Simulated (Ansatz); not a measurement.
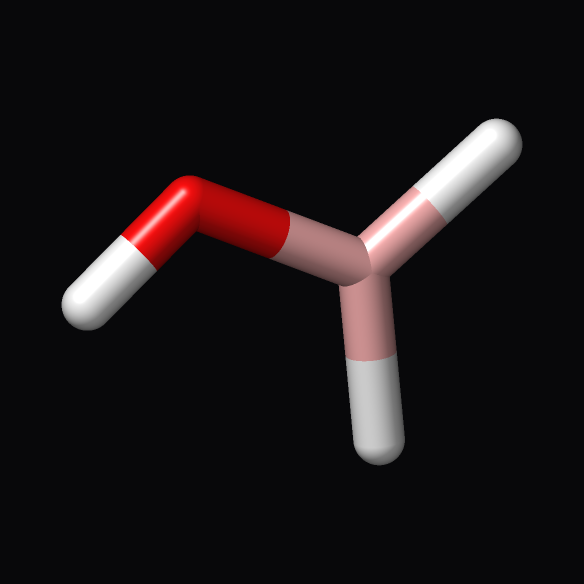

A stick model of a molecule. Colours: boron pink, oxygen red, hydrogen white.

The geometry was computed by an optimisation with PBE0-D4/def2-TZVP.

Describe the molecule.

Formula BH₃O. The point group is Cs. All atoms lie on one plane. Coordination: 1 B trigonal planar; 1 O bent.

The parts below concern this one geometry. Atoms keep their numbers from picture to picture.

## Shape

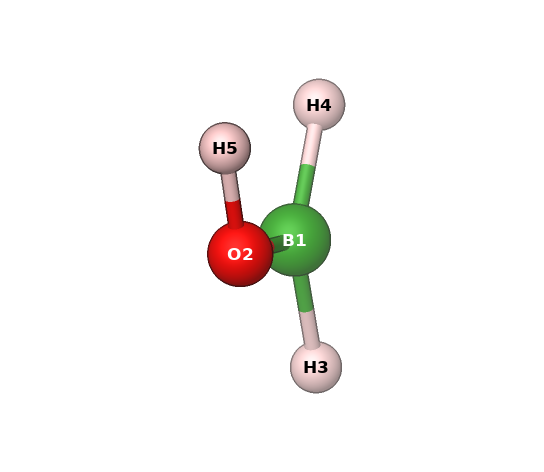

B1 lies behind O2. The molecule seen a little off the O2–B1 bond, O2 in front. Distant atoms are faded towards the background colour.

Question: What is the torsion angle H5–O2–B1–H3? The sign is positive where the front bond must turn clockwise to cover the back bond.

Answer: 180°, antiperiplanar (anti).

## Thermal motion

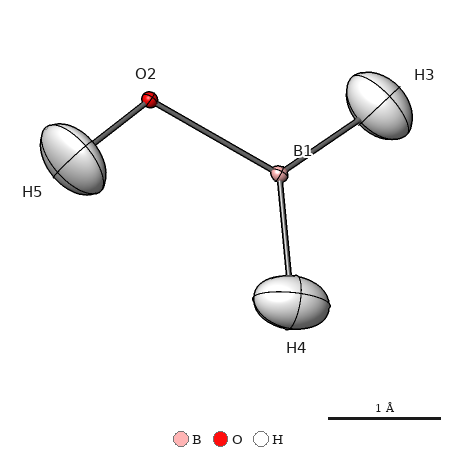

Displacement ellipsoids at the 50 % level, enlarged 2 times, from the internal vibrations of the free molecule (harmonic, no overall translation or rotation; no half-axis is drawn under 0.075 Å). Vibrations computed with RKS PBE0-D4/def2-TZVP (Ansatz 0.2.0). Temperature: 0 K (zero-point motion alone).

Give the displacement parameters, one line for each set of equivalent atoms.

```
atom  U_eq (Å²)   rms amplitudes (Å)
  B1    0.00049  0.019, 0.020, 0.027
  O2    0.00020  0.010, 0.011, 0.020
  H3     0.0093  0.078, 0.094, 0.114
  H4     0.0090  0.079, 0.088, 0.114
  H5     0.0112  0.065, 0.121, 0.121
```

## Dipole moment

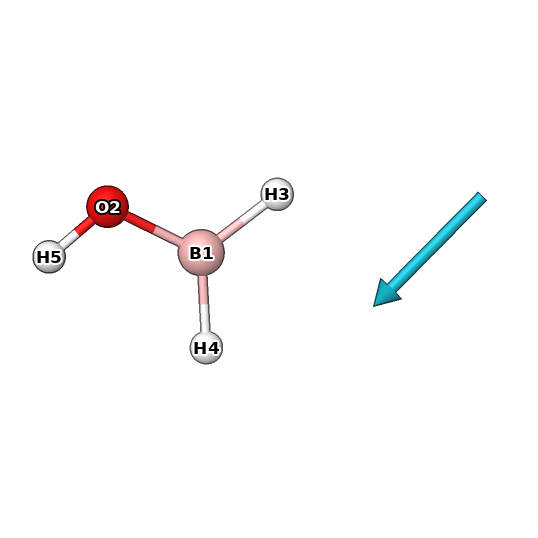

The arrow beside the molecule shows the direction of the dipole moment, from the negative to the positive end (its length means nothing). Method: RKS PBE0-D4/def2-TZVP (Ansatz 0.2.0).

Question: Estimate the dipole moment.

Answer: 1.61 D; it points from the side of H3 to the side of H5 (the outermost atoms at the two ends).

## Charges

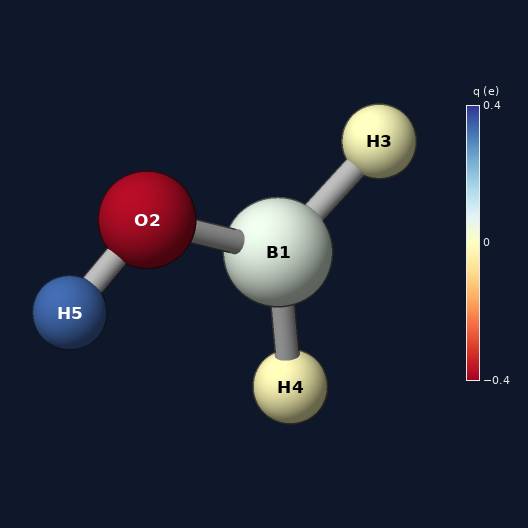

Atoms are coloured by their Mulliken charges. Properties computed with RKS PBE0-D4/def2-TZVP (Ansatz 0.2.0).

Question: Which atom carries the highest charge (most positive or least negative)?

Answer: H5 (0.33 e).

Question: And the lowest?

Answer: O2 (−0.38 e).

List the Mulliken charges.

```json
{"atom": "B1", "value (e)": "0.06"}
{"atom": "O2", "value (e)": "−0.38"}
{"atom": "H3", "value (e)": "0.00"}
{"atom": "H4", "value (e)": "−0.01"}
{"atom": "H5", "value (e)": "0.33"}
```

Mulliken values depend strongly on the basis set and can even reverse the polarity of a bond.
